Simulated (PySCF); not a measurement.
B(All)2(Me), SMILES C=CCB(C)CC=C (C₇H₁₃B) at its GFN2-xTB optimised geometry (Å):

```
21

B      1.1186     0.0497     0.0000
C      0.3398     1.4311     0.0000
C     -1.1087     1.3722    -0.3609
C     -2.1065     1.5439     0.4864
H      0.8408     2.1450    -0.6611
H      0.4351     1.8406     1.0116
H     -1.3157     1.1586    -1.4026
H     -1.9327     1.7555     1.5293
H     -3.1373     1.4780     0.1804
C      0.3314    -1.3273     0.0762
C      0.1636    -1.6414     1.5354
C     -0.9772    -1.5543     2.1945
H      0.8890    -2.1450    -0.3858
H     -0.6552    -1.2768    -0.3846
H      1.0675    -1.9389     2.0521
H     -1.8893    -1.2523     1.7070
H     -1.0481    -1.7833     3.2447
C      2.6943     0.0497     0.0000
H      3.0450    -0.1209    -1.0191
H      3.1177    -0.7539     0.5994
H      3.1373     0.9874     0.3284
```

Method: PBE0/def2-SVP run with PySCF. Cells within 0.4 Å of a nucleus heavier than hydrogen are left out (blank, or x).

Map of the log10 of the electron density (e/bohr³), floored at −4 on the plane z = 0.0 Å:

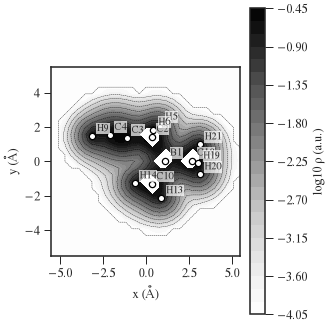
*Log10 of the electron density (e/bohr³), floored at −4 on the plane z = 0.0 Å.*
